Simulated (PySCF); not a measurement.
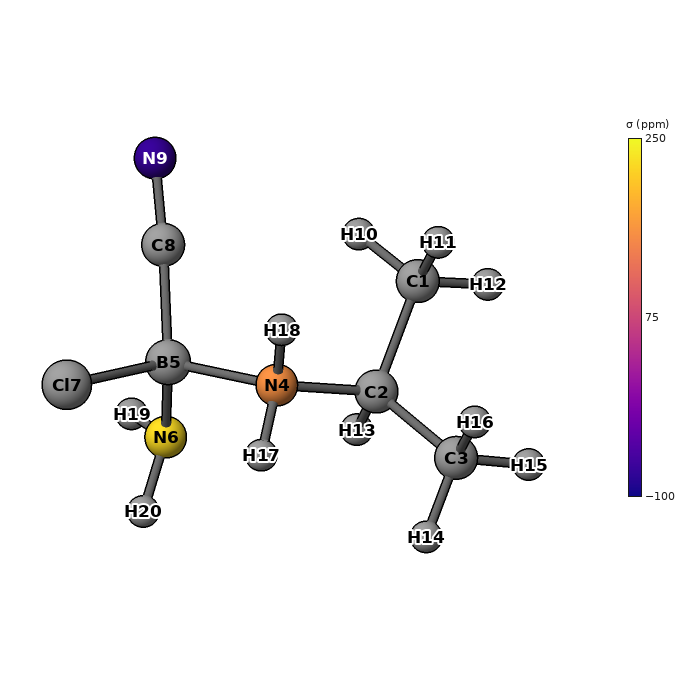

Atoms are coloured by their isotropic NMR shieldings (N only, the others grey). The geometry was computed by an optimisation with GFN2-xTB. No frequency run is at hand to confirm it as a minimum. Method: GIAO PBE0/pcSseg-1 NMR shielding, non-relativistic, gas phase (PySCF 2.14.0).

List the isotropic NMR shieldings of the N atoms.

| atom | σ (ppm) |
| --- | --- |
| N4 | 157.4 |
| N6 | 224.1 |
| N9 | −71.3 |

The geometry is semi-empirical. Around B such bond lengths and angles can be off by a tenth of an ångström or more and by several degrees, and values that hang on the shape move with them.
